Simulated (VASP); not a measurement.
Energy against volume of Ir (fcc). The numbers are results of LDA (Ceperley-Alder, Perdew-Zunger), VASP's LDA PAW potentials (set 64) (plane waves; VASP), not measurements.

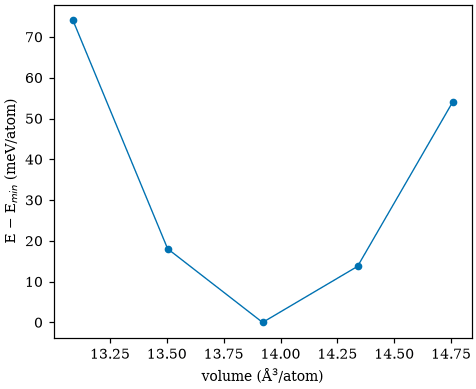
Figure. Energy against volume

Task: Estimate the equilibrium volume and the bulk modulus.

Result: The minimum lies near 13.9 Å³/atom, and the curvature gives B0 of about 400 GPa.

Measured: bulk modulus 365 GPa at 0 K (computed value off by +10.4 %), as given by H. Levämäki et al., Physical Review B (2014), arXiv:1402.3671 [corrected for temperature and zero-point phonon effects]; a 3.831 Å at 0 K (computed value off by -0.3 %), as given by Daniel Mejia-Rodriguez et al., Physical Review B (2018), arXiv:1807.09216 [static lattice: zero-point anharmonic expansion removed].

The compound is Ir in the fcc structure. It was relaxed first.
